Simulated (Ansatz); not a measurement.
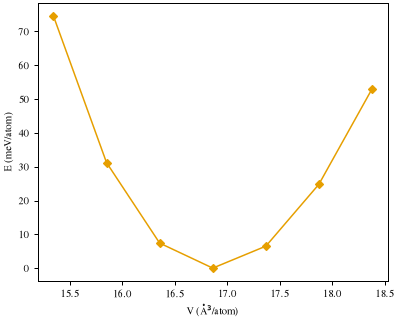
Fig. 1. Ge2Mo in space group I4/mcm (No. 140; Ge on 8h, Mo on 4a) under volume change, DFT-PBE in the program Ansatz with PAW potentials, shape and atoms relaxed at each volume.

Question: What does a third-order Birch–Murnaghan fit give for V₀, B₀ and B′?

Answer: V₀ = 16.86 Å³/atom, B₀ = 146 GPa, B′ = 4.6.

A made-up cell: these elements were put on the sites of a structure type; neither database checked (COD, Materials Project) lists it. COD files the formula under space group No. 62, so this cell is another polymorph or a model. Its standing as an ambient phase is unchecked. The PBE relaxation kept the symmetry of its start; its stability against distortions is not shown here. No spin polarisation was allowed.

Potentials: the later of the program's two PAW sets.
